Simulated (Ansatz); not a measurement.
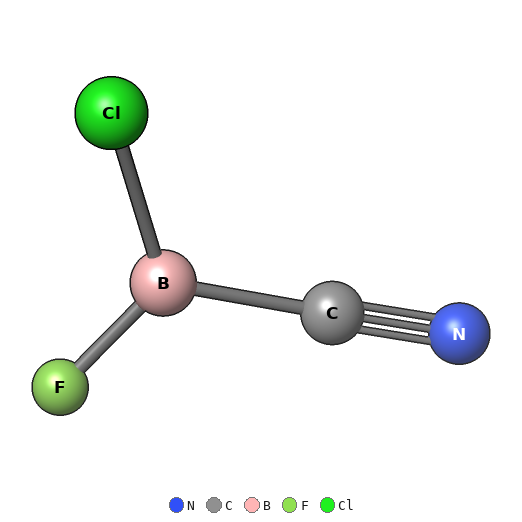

**Count the atoms of each element.**

CBClFN, 5 atoms: 1 carbon, 1 boron, 1 chlorine, 1 fluorine and 1 nitrogen.

**How many atoms are distinct by symmetry?**

5: 1 N, 1 C, 1 B, 1 F, 1 Cl.

More results for the same structure follow; atom numbers are the same in all pictures, views and colours differ. Computed geometry: PBE0-D4/def2-TZVP optimisation.

## Shape

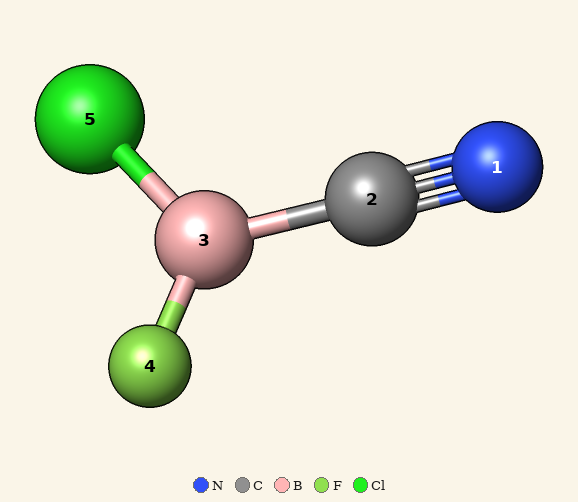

Which atoms are bonded, and how long are the bonds?

| bond | length (Å) | order |
| --- | --- | --- |
| N1–C2 | 1.151 | triple |
| C2–B3 | 1.539 | single |
| B3–F4 | 1.307 | single |
| B3–Cl5 | 1.728 | single |

## Levels of theory compared

Program: Ansatz 0.2.0.

Compare HOMO energy (eV), dipole (D) at these levels: B3LYP-D4/def2-TZVPP; PBE-D4/def2-TZVPP; r2SCAN-D4/def2-TZVPP; ωB97M-V/def2-TZVPP.

| level | HOMO energy (eV) | dipole (D) |
| --- | --- | --- |
| B3LYP-D4/def2-TZVPP | −9.86 | 2.21 |
| PBE-D4/def2-TZVPP | −8.68 | 2.22 |
| r2SCAN-D4/def2-TZVPP | −9.04 | 2.21 |
| ωB97M-V/def2-TZVPP | −12.44 | 2.22 |

## Thermal motion

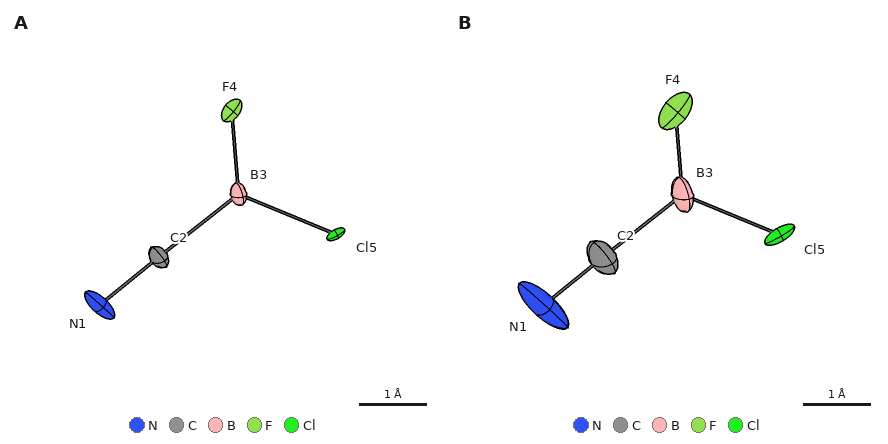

Displacement ellipsoids at the 50 % level, scaled by 2, from the internal vibrations of the free molecule (harmonic, no overall translation or rotation; no half-axis is drawn under 0.075 Å). Vibrations computed with RKS PBE0-D4/def2-TZVP (Ansatz 0.2.0). One panel is for 298 K, the other for 900 K.

**Which panel is for 900 K?**

B.

**How much does the mean-square displacement of N1 grow, and why?**

U_eq goes from 0.0048 to 0.0134 Å², a factor of 2.8. Modes below kT (626 cm⁻¹ at 900 K) grow about in proportion to T, and the lowest lies at 152 cm⁻¹; the mean-square amplitude of a mode is its zero-point value times coth(ħω/2kT), which comes close to 1 only above about 3kT.

## Vibrations

Harmonic vibrations computed with RKS PBE0-D4/def2-TZVP (Ansatz 0.2.0) at a stationary point of the same level.

**How many vibrational modes are there, and where do they lie?**

9 modes: 152, 235, 347, 487, 604, 608, 1077, 1382, 2366 cm⁻¹.

## Charges

The questions are on Mulliken charges. Level of theory: RKS PBE-D4/def2-TZVPP (Ansatz 0.2.0).

**Which atom carries the highest charge (most positive or least negative)?**

B3 (0.35 e).

**And the lowest?**

C2 (−0.23 e).

List the Mulliken charges.

```csv
atom,value (e)
N1,0.07
C2,−0.23
B3,0.35
F4,−0.14
Cl5,−0.05
```

Mulliken values depend strongly on the basis set and can even reverse the polarity of a bond.
